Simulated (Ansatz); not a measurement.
Ti (hcp, Mg type)

```cif
data_Ti2
_chemical_formula_sum 'Ti2'
_space_group_name_H-M_alt 'P 1'
_space_group_IT_number 1
_cell_length_a 2.90086
_cell_length_b 2.90086
_cell_length_c 4.59040
_cell_angle_alpha 90.000
_cell_angle_beta 90.000
_cell_angle_gamma 120.000
loop_
_space_group_symop_operation_xyz
  'x, y, z'
loop_
_atom_site_label
_atom_site_type_symbol
_atom_site_fract_x
_atom_site_fract_y
_atom_site_fract_z
_atom_site_occupancy
Ti1 Ti 0.33333 0.66667 0.75000 1
Ti2 Ti 0.66667 0.33333 0.25000 1
```

Equation-of-state scan: isotropic scaling of the cell above, V₀ being its volume. Symmetry pins the atoms to their sites.

Computed with PBEsol (plane waves to 420 eV, PAW, scalar-relativistic; Ansatz, an electronic-structure program). k mesh 19×19×11 (Γ-centred), Fermi-Dirac smearing 0.05 eV. Energies are smeared free energies. With the shape held, the modulus is that of even scaling; a crystal free to change shape is softer. Ti is run without spin polarisation. Ti was relaxed with its symmetry unable to fall. The zero of ΔE is the relaxed starting cell.

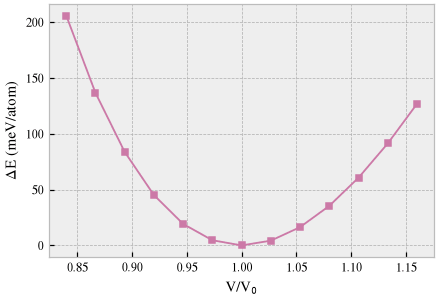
Figure: ΔE (meV/atom) against V/V₀; one marker a computed point.

The energy cost of the largest expansion is 127 meV/atom and the pressure for 5 % compression (fit) is 6.7 GPa. The equilibrium volume of the fit is 16.73 Å³/atom. The pressure at the smallest volume comes out as 28.0 GPa and the bulk modulus at fixed cell shape B₀ (third-order Birch-Murnaghan fit) comes out as 119 GPa.

P = (3B₀/2)(x⁷ − x⁵)[1 + ¾(B₀′ − 4)(x² − 1)] with x = (1/0.95)^(1/3), B₀ = 119 GPa and B₀′ = 3.50.

(A scan under strain: stresses follow from slopes of the energy per volume, elastic moduli from its curvatures.)
